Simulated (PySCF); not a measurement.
Molecule: SMILES Cl[Si](Cl)(C[Si](F)(F)F)Cl (CH2Cl3F3Si2). Atoms near the plane z = 0.6 Å, at the GFN2-xTB optimised geometry (x, y, z in Å): F1 (-2.6, -1.9, 0.7), C5 (0.0, -0.9, 1.6), Si6 (0.5, 0.0, 0.0), Cl7 (2.6, 0.0, 0.0), Cl8 (-0.1, 1.9, 0.0), H10 (0.4, -1.9, 1.6).

Level of theory: CAM-B3LYP/def2-TZVP in PySCF. Cells within 0.4 Å of a nucleus heavier than hydrogen are left out (blank, or x). The values are rescaled to run from 0 to 1.

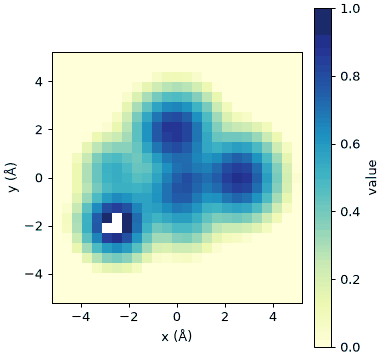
a field on the plane z = 0.6 Å.

Problem. Which quantity is mapped?
(A) log10 of the electron density
(B) an orbital amplitude
(C) deformation density (molecule minus spherical neutral atoms)
(D) Laplacian of the electron density

Solution. A, log10 of the electron density. In full: log10 of the electron density (e/bohr³), floored at −4.
